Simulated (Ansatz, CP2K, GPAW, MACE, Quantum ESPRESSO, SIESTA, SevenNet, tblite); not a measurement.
# Quantum ESPRESSO on random rock-salt alloy of CaS and PbS (64 atoms): settings against a plane-wave reference

Aim: run random rock-salt alloy of CaS and PbS (64 atoms) in Quantum ESPRESSO and see how near its forces come to a plane-wave reference, and at what cost.

Calculated with Quantum ESPRESSO 7.5; the method is named at each step.

**1. Starting point**

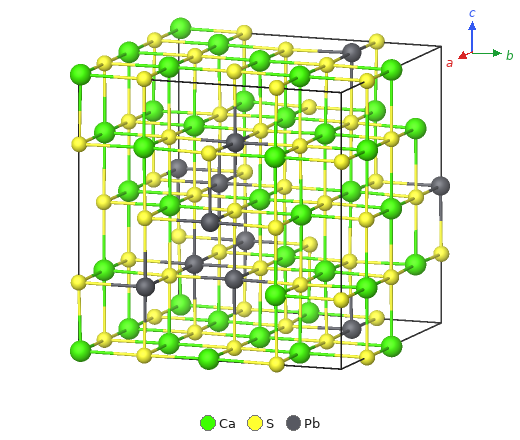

The cell as given, slightly off an axis (calcium green, sulfur yellow, lead dark grey). Some periodic images of atoms are drawn too.

The cell holds 64 atoms: 24 Ca, 32 S and 8 Pb. Its edges and angles: a = 11.503 Å, b = 11.503 Å, c = 11.503 Å, α = 90.0°, β = 90.0°, γ = 90.0°. It derives from CaS (rock-salt), repeated 2×2×2. Rock-salt CaS, 2 x 2 x 2 conventional cells, 8 of 32 Ca sites given to Pb at random (x = 0.250), lattice by Vegard's rule (a = 5.752 Å); not relaxed, displaced by a Gaussian of 0.02 Å. Then every atom was moved at random, 0.02 Å r.m.s. a Cartesian component.

The yardstick, on the same geometry:

```
method                                           : Kohn-Sham DFT, PBE, PAW, plane waves (Ansatz 0.2.0); cutoff 420 eV, Γ point, fermi-dirac smearing of 0.05 eV; PAW set soft_2
r.m.s. force component                           : 0.295 eV/Å
longest force                                    : 1.106 eV/Å
pressure                                         : 2.091 GPa
gap (highest filled to lowest empty level) : 1.891 eV
SCF cycles                                       : 8
time                                             : 8.9 s on 8 threads of Arm Neoverse V2, shared host
CPU time                                         : 62 s
```

**2. PBE, sssp-1.3.0-efficiency, 45/360 Ry**

Method: Kohn-Sham DFT, PBE, SSSP efficiency 1.3.0 pseudopotentials, plane waves.

pw.in reads:

```
&control
  calculation = 'scf'
  pseudo_dir = './pseudo'
  outdir = './tmp'
  disk_io = 'none'
  tprnfor = .true.
  tstress = .true.
/
&system
  ibrav = 0
  nat = 64
  ntyp = 3
  ecutwfc = 45
  ecutrho = 360
  nosym = .true.
  occupations = 'smearing'
  smearing = 'fd'
  degauss = 0.003675
/
&electrons
  conv_thr = 3.2e-07
  electron_maxstep = 100
  mixing_beta = 0.2
  mixing_mode = 'local-TF'
  diagonalization = 'david'
/
ATOMIC_SPECIES
Ca 40.078 Ca.upf
S 32.060 S.upf
Pb 207.200 Pb.upf
CELL_PARAMETERS angstrom
11.50300 0.00000 0.00000
0.00000 11.50300 0.00000
0.00000 0.00000 11.50300
ATOMIC_POSITIONS crystal
Ca 0.00158 0.00806 0.00216
S 0.25291 0.00489 0.00109
Pb 0.99820 0.25331 0.24927
S 0.25199 0.25106 0.25080
Ca 0.24725 0.99627 0.25193
S 0.99989 0.99992 0.24963
Ca 0.24738 0.24595 0.99999
S 0.99800 0.24900 0.00108
Pb 0.00367 0.99827 0.49561
S 0.24532 0.99752 0.49532
Ca 0.99657 0.24747 0.75295
S 0.24546 0.25109 0.74767
Ca 0.25016 0.99780 0.74444
S 0.99538 0.00024 0.74873
Pb 0.25205 0.24956 0.49954
S 0.99874 0.25178 0.49803
Ca 0.99795 0.49468 0.00387
S 0.24737 0.50232 0.99785
Ca 0.99498 0.74809 0.25021
S 0.25347 0.74769 0.24836
Ca 0.24917 0.49984 0.24997
S 0.00420 0.50060 0.25211
Pb 0.25056 0.75457 0.00339
S 0.99901 0.75407 0.00143
Pb 0.99509 0.49964 0.49815
S 0.25579 0.50014 0.50292
Ca 0.00190 0.74871 0.75088
S 0.24811 0.75147 0.75019
Ca 0.24728 0.49987 0.75183
S 0.99971 0.49633 0.74813
Ca 0.25167 0.75183 0.50181
S 0.00143 0.75148 0.49571
Ca 0.50284 0.00235 0.99901
S 0.74525 0.00146 0.99966
Pb 0.50015 0.24958 0.24780
S 0.74825 0.25033 0.24797
Ca 0.74814 0.00109 0.25207
S 0.49993 0.99960 0.24894
Ca 0.74997 0.24881 0.00267
S 0.49258 0.24978 0.00026
Ca 0.49485 0.99827 0.49574
S 0.75051 0.00071 0.49860
Ca 0.50001 0.24957 0.74831
S 0.75572 0.25162 0.75084
Ca 0.74514 0.00210 0.74937
S 0.50143 0.00099 0.74841
Ca 0.74684 0.25139 0.50157
S 0.49525 0.24926 0.49847
Ca 0.50237 0.50073 0.99974
S 0.75118 0.49855 0.00296
Ca 0.50197 0.74904 0.25490
S 0.74793 0.74920 0.24701
Pb 0.75084 0.49744 0.25114
S 0.49482 0.49999 0.24874
Ca 0.75562 0.74967 0.00195
S 0.49982 0.75453 0.00090
[... 4 atom lines left out ...]
Pb 0.75322 0.50250 0.74618
S 0.49900 0.50226 0.74654
Ca 0.75174 0.75396 0.50093
S 0.49939 0.74707 0.50079
K_POINTS gamma
```

Run with:

```bash
> OMP_NUM_THREADS=1 mpirun -np 4 pw.x -in pw.in > output.txt
```

The log of the run:

```text
Program PWSCF
     gamma-point specific algorithms are used
     one sub-group per band group will be used
     scalapack distributed-memory algorithm (size of sub-group:  2*  2 procs)
     Parallelization info
     sticks:   dense  smooth     PW     G-vecs:    dense   smooth      PW
     Min        3382    1693    421               296197   104801   13074
     Max        3384    1696    426               296204   104808   13076
     Sum       13533    6777   1693              1184799   419213   52299
     bravais-lattice index     =            0
     lattice parameter (alat)  =      21.7375  a.u.
     unit-cell volume          =   10271.4075 (a.u.)^3
     number of atoms/cell      =           64
     number of atomic types    =            3
     number of electrons       =       544.00
     number of Kohn-Sham states=          326
     kinetic-energy cutoff     =      45.0000  Ry
     charge density cutoff     =     360.0000  Ry
     scf convergence threshold =      3.2E-07
     mixing beta               =       0.2000
     number of iterations used =            8  local-TF  mixing
     Exchange-correlation= SLA  PW   PBX  PBC
                           (   1   4   3   4   0   0   0)
     crystal axes: (cart. coord. in units of alat)
               a(1) = (   1.000000   0.000000   0.000000 )
               a(2) = (   0.000000   1.000000   0.000000 )
               a(3) = (   0.000000   0.000000   1.000000 )
     reciprocal axes: (cart. coord. in units 2 pi/alat)
               b(1) = (  1.000000  0.000000  0.000000 )
               b(2) = (  0.000000  1.000000  0.000000 )
               b(3) = (  0.000000  0.000000  1.000000 )
     PseudoPot. # 1 for Ca:
     Pseudo is Ultrasoft + core correction, Zval = 10.0
     PseudoPot. # 2 for S :
     Pseudo is Ultrasoft + core correction, Zval =  6.0
     PseudoPot. # 3 for Pb:
     Pseudo is Projector augmented-wave + core cor, Zval = 14.0
     atomic species   valence    mass     pseudopotential
     Ca               10.00    40.07800     Ca( 1.00)
     S                 6.00    32.06000     S ( 1.00)
     Pb               14.00   207.20000     Pb( 1.00)
     No symmetry found
   Cartesian axes
     number of k points=     1  Fermi-Dirac smearing, width (Ry)=  0.0037
                       cart. coord. in units 2pi/alat
        k(    1) = (   0.0000000   0.0000000   0.0000000), wk =   2.0000000
     Dense  grid:   592400 G-vectors     FFT dimensions: ( 135, 135, 135)
     Smooth grid:   209607 G-vectors     FFT dimensions: (  96,  96,  96)
     Initial potential from superposition of free atoms
     starting charge     543.8490, renormalised to     544.0000
     Starting wfcs are  440 randomized atomic wfcs
     Self-consistent Calculation
     iteration #  1     ecut=    45.00 Ry     beta= 0.20
     Threshold (ethr) on eigenvalues was too large:
     Diagonalizing with lowered threshold
     total energy              =   -9542.29760007 Ry
     estimated scf accuracy    <       3.45946460 Ry
     iteration #  2     ecut=    45.00 Ry     beta= 0.20
     total energy              =   -9541.34131913 Ry
     estimated scf accuracy    <       2.51981166 Ry
     iteration #  3     ecut=    45.00 Ry     beta= 0.20
     total energy              =   -9541.78956095 Ry
     estimated scf accuracy    <       0.20403973 Ry
     iteration #  4     ecut=    45.00 Ry     beta= 0.20
     total energy              =   -9541.82957124 Ry
     estimated scf accuracy    <       0.12425157 Ry
     iteration #  5     ecut=    45.00 Ry     beta= 0.20
     c_bands:  1 eigenvalues not converged
     total energy              =   -9541.82590945 Ry
     estimated scf accuracy    <       0.08061637 Ry
     iteration #  6     ecut=    45.00 Ry     beta= 0.20
     c_bands:  1 eigenvalues not converged
     total energy              =   -9541.83805536 Ry
     estimated scf accuracy    <       0.01776522 Ry
[...]
total energy              =   -9541.83870547 Ry
[...]
iteration # 27     ecut=    45.00 Ry     beta= 0.20
     total energy              =   -9541.83870547 Ry
     estimated scf accuracy    <       0.00000096 Ry
     iteration # 28     ecut=    45.00 Ry     beta= 0.20
     total energy              =   -9541.83870544 Ry
     estimated scf accuracy    <       0.00000049 Ry
     iteration # 29     ecut=    45.00 Ry     beta= 0.20
     End of self-consistent calculation
          k = 0.0000 0.0000 0.0000 ( 26150 PWs)   bands (ev):
   -33.1043 -33.0552 -33.0517 -33.0472 -33.0036 -32.9998 -32.9904 -32.9861
   -32.9621 -32.9577 -32.9503 -32.9072 -32.9043 -32.8982 -32.8526 -32.8429
   -32.8384 -32.8070 -32.7997 -32.7850 -32.7467 -32.7362 -32.7065 -32.6391
   -14.1434 -14.1344 -14.1247 -14.1008 -14.0924 -14.0882 -14.0813 -14.0796
   -14.0782 -14.0763 -14.0696 -14.0656 -14.0571 -14.0497 -14.0426 -14.0418
   -14.0357 -14.0321 -14.0269 -14.0255 -14.0219 -14.0193 -14.0114 -14.0058
[...]
11.1578  11.1918  11.2112  11.2438  11.2699  11.2876  11.3083  11.3170
    11.3258  11.3439  11.3515  11.3713  11.3825  11.3988  11.4244  11.4334
    11.4546  11.4736  11.4987  11.5054  11.5253  11.5357  11.5485  11.5789
    11.5892  11.6201  11.6267  11.6500  11.6643  11.6701
     the Fermi energy is     8.1946 ev
!    total energy              =   -9541.83870526 Ry
     estimated scf accuracy    <       0.00000030 Ry
     smearing contrib. (-TS)   =      -0.00000000 Ry
     internal energy E=F+TS    =   -9541.83870525 Ry
     The total energy is F=E-TS. E is the sum of the following terms:
     one-electron contribution =    -976.50954507 Ry
     hartree contribution      =     728.86904547 Ry
     xc contribution           =    -914.11354309 Ry
     ewald contribution        =   -2552.48260531 Ry
     one-center paw contrib.   =   -5827.60205725 Ry
     convergence has been achieved in  29 iterations
     Forces acting on atoms (cartesian axes, Ry/au):
     atom    1 type  1   force =    -0.00405693   -0.01843562   -0.00623453
     atom    2 type  2   force =    -0.00632475    0.01450109   -0.00339116
     atom    3 type  3   force =     0.00774864   -0.00949697    0.01048136
     atom    4 type  2   force =    -0.00903809   -0.00295065   -0.02494979
     atom    5 type  1   force =     0.00539007    0.00654545   -0.01036687
     atom    6 type  2   force =    -0.00273607   -0.01696146   -0.02361917
[...]
atom   62 type  2   force =    -0.01471270   -0.00432627    0.00706827
     atom   63 type  1   force =    -0.00078951   -0.00299102   -0.00296548
     atom   64 type  2   force =     0.00652934    0.00811419    0.00155089
     Total force =     0.160709     Total SCF correction =     0.001391
     Computing stress (Cartesian axis) and pressure
          total   stress  (Ry/bohr**3)                   (kbar)     P=       20.61
   0.00013940  -0.00000025  -0.00000050           20.51       -0.04       -0.07
  -0.00000025   0.00013740  -0.00000003           -0.04       20.21       -0.00
  -0.00000050  -0.00000003   0.00014352           -0.07       -0.00       21.11
     Message from routine punch:
     Nothing written, as per user request (disk_io='none')
```

The job ended after 5.4 min (4 MPI ranks of Arm Neoverse V2, shared host; peak memory 3.5 GiB).

Banners, paths, timers and routine set-up lines are dropped from the logs unmarked, and long logs keep their key lines alone; longer cuts are marked.

Against the reference:

```yaml
r_m_s_force_component: 0.2982 eV/Å
r_m_s_difference_of_force_components: 3.872 meV/Å
longest_difference_of_force_vectors: 15.47 meV/Å
force_difference_over_r_m_s_force: 1.313 %
slope_of_forces_against_the_reference_s: 1.011
correlation_of_force_components: 1
spacing_of_highest_filled_and_lowest_empty_level: 1.903 eV
gap_difference: 0.0119 eV
pressure: 2.061 GPa
pressure_difference: -0.0297 GPa
```

Length of the force difference by element (eV/Å):

```csv
element,atoms,mean,most
Ca,24,0.0011,0.0021
Pb,8,0.0045,0.0072
S,32,0.0083,0.015
```

Levels nearest the highest filled one (eV from it): -1.36, -1.17, -1.13, -1.13, -0.98, -0.98, -0.98, -0.90, -0.46, -0.10, -0.04, 0.00, 1.90, 1.91, 1.93, 2.28, 2.29, 2.33, 2.59, 2.61, 2.64, 2.67, 2.68, 2.70.

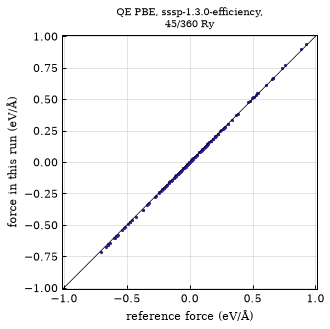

Force components against those of the reference; the line marks equality.

The surroundings of Pb35, one of the 8 Pb atoms, nearest first, numbered as they follow in the input and with coordinates relative to it.

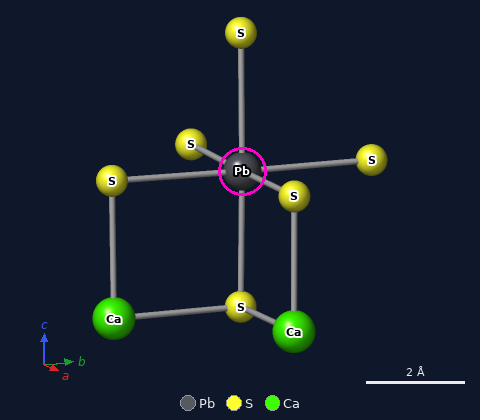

The atoms of the table, within 4.0 Å (arrows a, b, c point along x, y, z); some may hide others; the central atom is ringed.

```csv
atom,x,y,z,distance (Å),bonds,Fx,Fy,Fz (eV/Å)
Pb35,0.00,0.00,0.00,0.00,6,-0.22,0.00,-0.02
S40,-0.09,0.00,-2.85,2.85,6,0.39,0.13,-0.66
S36,2.85,0.01,0.00,2.85,6,0.17,-0.59,0.20
S4,-2.85,0.02,0.03,2.85,6,-0.23,-0.08,-0.64
S38,0.00,-2.88,0.01,2.88,6,-0.02,-0.52,0.09
S54,-0.06,2.88,0.01,2.88,6,-0.10,0.48,0.03
S48,-0.06,0.00,2.88,2.88,6,0.94,-0.04,0.61
Ca39,2.87,-0.01,-2.82,4.03,6,-0.17,0.08,-0.14
Ca33,0.03,-2.84,-2.86,4.03,6,-0.19,-0.09,0.06
```

Forces lie 1.3 % from the reference's, at 21 times its CPU time (on 4 against 8 cores).

**3. PBE, sssp-1.3.0-efficiency, 45/360 Ry, rmm-davidson**

Method: Kohn-Sham DFT, PBE, SSSP efficiency 1.3.0 pseudopotentials, plane waves.

Changes to pw.in since step 2:

```diff
@@ -24,3 +24,3 @@
   mixing_mode = 'local-TF'
-  diagonalization = 'david'
+  diagonalization = 'rmm-davidson'
 /
```

The log of the run:

```text
[banner, memory and clock lines left out]
Program PWSCF
     gamma-point specific algorithms are used
     one sub-group per band group will be used
     bravais-lattice index     =            0
     lattice parameter (alat)  =      21.7375  a.u.
     unit-cell volume          =   10271.4075 (a.u.)^3
     number of atoms/cell      =           64
     number of atomic types    =            3
[... lines left out ...]
     scf convergence threshold =      3.2E-07
[... lines left out ...]
     number of k points=     1  Fermi-Dirac smearing, width (Ry)=  0.0037
[... lines left out ...]
     total energy              =   -9542.29760007 Ry
[... lines left out ...]
     total energy              =   -9541.34131913 Ry
[... lines left out ...]
     total energy              =   -9541.74561102 Ry
[... lines left out ...]
     c_bands:  4 eigenvalues not converged
[... lines left out ...]
     total energy              =   -9541.83870516 Ry
[... lines left out ...]
     total energy              =   -9541.83870543 Ry
[... lines left out ...]
   -32.9620 -32.9588 -32.9510 -32.9074 -32.9050 -32.8987 -32.8526 -32.8431
   -32.8383 -32.8076 -32.8000 -32.7860 -32.7472 -32.7370 -32.7068 -32.6394
[...]
11.3257  11.3437  11.3513  11.3711  11.3823  11.3985  11.4242  11.4332
    11.4543  11.4734  11.4983  11.5051  11.5251  11.5353  11.5482  11.5778
    11.5880  11.6191  11.6264  11.6485  11.6614  11.6681
     the Fermi energy is     8.1946 ev
!    total energy              =   -9541.83870530 Ry
     estimated scf accuracy    <       0.00000024 Ry
     smearing contrib. (-TS)   =      -0.00000000 Ry
     internal energy E=F+TS    =   -9541.83870530 Ry
     The total energy is F=E-TS. E is the sum of the following terms:
     one-electron contribution =    -976.51063430 Ry
     hartree contribution      =     728.86920853 Ry
     xc contribution           =    -914.11322088 Ry
     ewald contribution        =   -2552.48260531 Ry
     one-center paw contrib.   =   -5827.60145334 Ry
     convergence has been achieved in  26 iterations
     Forces acting on atoms (cartesian axes, Ry/au):
     atom    1 type  1   force =    -0.00407809   -0.01840796   -0.00623176
     atom    2 type  2   force =    -0.00632763    0.01450129   -0.00338901
     atom    3 type  3   force =     0.00775334   -0.00951364    0.01048884
[...]
atom   63 type  1   force =    -0.00079871   -0.00298104   -0.00299218
     atom   64 type  2   force =     0.00653758    0.00811421    0.00154673
     Total force =     0.160751     Total SCF correction =     0.001133
     Computing stress (Cartesian axis) and pressure
          total   stress  (Ry/bohr**3)                   (kbar)     P=       20.67
   0.00013980  -0.00000025  -0.00000050           20.56       -0.04       -0.07
  -0.00000025   0.00013781  -0.00000003           -0.04       20.27       -0.00
  -0.00000050  -0.00000003   0.00014393           -0.07       -0.00       21.17
     Message from routine punch:
     Nothing written, as per user request (disk_io='none')
```

Elapsed: 4.8 min, on 4 MPI ranks; peak memory 3.6 GiB.

Numbers from this run, and their distance from the reference:

| Quantity | Value |
| --- | --- |
| r.m.s. force component | 0.2983 eV/Å |
| r.m.s. difference of force components | 3.967 meV/Å |
| longest difference of force vectors | 16.07 meV/Å |
| force difference over r.m.s. force | 1.345 % |
| slope of forces against the reference's | 1.011 |
| correlation of force components | 1 |
| gap (highest filled to lowest empty level) | 1.903 eV |
| gap difference | 0.0119 eV |
| pressure | 2.067 GPa |
| pressure difference | -0.024 GPa |
| energy less the same-level run's | 0 meV/atom |
| r.m.s. force difference from the same-level run | 0.3 meV/Å |

Against the first run (1.3 %), the force difference from the reference is 1.3 %, at 0.88 times the CPU time: another solver or mixer reaches the same state.

**4. Side by side**

Differences are against the plane-wave reference, forces as r.m.s. over components; share is that over the reference's r.m.s. force, slope the least-squares factor from reference forces to these. Total energies of different programs have different zeros and aren't compared.

```csv
run,"Δ force, r.m.s. (meV/Å)",share (%),slope,Δ pressure (GPa),Δ gap (eV),cores,CPU time,memory (GiB)
reference,-,-,-,-,-,8,62 s,1.8
"QE PBE, sssp-1.3.0-efficiency, 45/360 Ry",3.87,1.31,1.011,-0.0297,0.0119,4,22 min,3.5
"QE PBE, sssp-1.3.0-efficiency, 45/360 Ry, rmm-davidson",3.97,1.34,1.011,-0.024,0.0119,4,19 min,3.6
```

CPU time is summed over cores on a shared host, where runs went side by side, so it is rough. Symmetry, cutoffs, thresholds, outputs and thread counts weren't matched or tuned between programs; memory under MPI is the largest rank's times the ranks.

Within one program, basis, potentials and functional, energies share a zero. Each run against its twin at the usual cutoff or grid and solver:

```csv
run,twin,Δ energy (meV/atom),"Δ force, r.m.s. (meV/Å)",CPU time over the twin's
"QE PBE, sssp-1.3.0-efficiency, 45/360 Ry, rmm-davidson","sssp-1.3.0-efficiency, 45/360 Ry",0,0.3,0.88
```

**5. What came out**

```yaml
nearest_in_forces: a tie at 1.3 % of 2 runs: QE PBE, sssp-1.3.0-efficiency, 45/360 Ry; QE PBE, sssp-1.3.0-efficiency, 45/360 Ry, rmm-davidson
```

PBE on plane waves or a grid with other potentials, cutoffs or grids differs from the reference by 1.3 % in each run of the r.m.s. force; this holds the reference's own error, so differences of a few per cent don't tell which side is nearer the exact PBE result (QE's 45 Ry are 612 eV, against the reference's 420 eV). None of the electronic-structure runs in the table takes under half the reference's CPU time of 62 s; they take 19 to 21 times as much. PBE gaps agree with the reference's 1.89 eV within 0.012 eV. These are spacings on the run's k-points, which needn't hold the band edges. The host structure and its lattice constant were typed by rule, without a check against the phase diagram. The reference's pressure of 2.1 GPa belongs to a cell and atoms that aren't relaxed at this level. The electronic-structure runs sample only Γ, in a cell whose shortest periodic width is 12 Å. Spin–orbit coupling is left out, which matters for the levels of the heavy elements.

[Also dropped from logs without a mark: logging warnings of Python, and SIESTA's first energy breakdown and zero terms.]

[Logs are printed without paths, hosts, clocks, repeated set-up lines and the standing remarks that a program may print on its own settings, such as how far it seeks lower states.]

[Hosts, paths, dates, database ids (printed as entryN), source tags and the programs' standing remarks are cut or masked in the printed files.]
